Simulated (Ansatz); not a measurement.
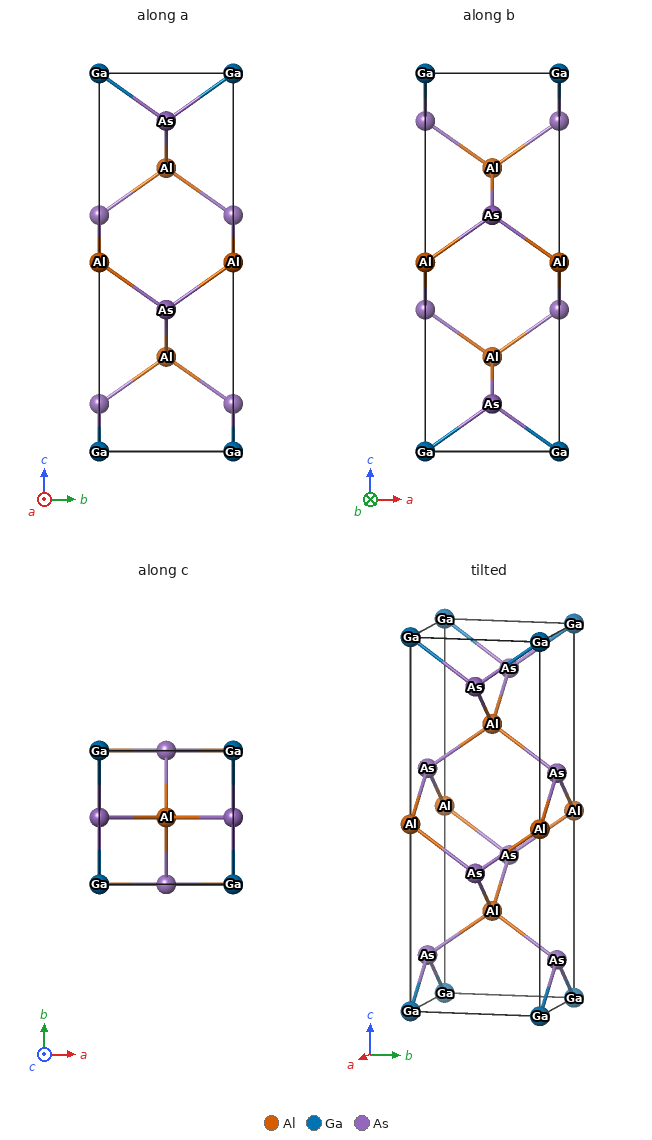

View along the a axis, along the b axis, along the c axis and slightly off an axis, drawn as a ball-and-stick model. The frame is the conventional unit cell; atoms at its boundary are shown with their periodic copies.

Lattice parameters: a = 4.0555 Å, b = 4.0555 Å, c = 11.4558 Å, α = 90.000°, β = 90.000°, γ = 90.000°.

### Set out the cell and atoms as a CIF with its space group and independent sites, with free fractional coordinates to two decimals.

```cif
data_structure
_symmetry_space_group_name_H-M 'P -4 m 2'
_symmetry_Int_Tables_number 115
_cell_length_a 4.0555
_cell_length_b 4.0555
_cell_length_c 11.4558
_cell_angle_alpha 90.000
_cell_angle_beta 90.000
_cell_angle_gamma 90.000
_cell_volume 188.41
loop_
_atom_site_label
_atom_site_type_symbol
_atom_site_symmetry_multiplicity
_atom_site_Wyckoff_symbol
_atom_site_fract_x
_atom_site_fract_y
_atom_site_fract_z
_atom_site_occupancy
Al1 Al 2 f 0.50 0.50 0.75 1
Al2 Al 1 d 0.00 0.00 0.50 1
Ga1 Ga 1 a 0.00 0.00 0.00 1
As1 As 2 g 0.00 0.50 0.87 1
As2 As 2 g 0.00 0.50 0.38 1
```

Provenance: a structure type filled with these elements by a generator (whether the compound takes this form wasn't checked). Earlier steps of the study, as a rule a relaxation of our own, may have changed the cell and positions, so they can lie some per cent off the listed ones. It was the input of a calculation with Ansatz.
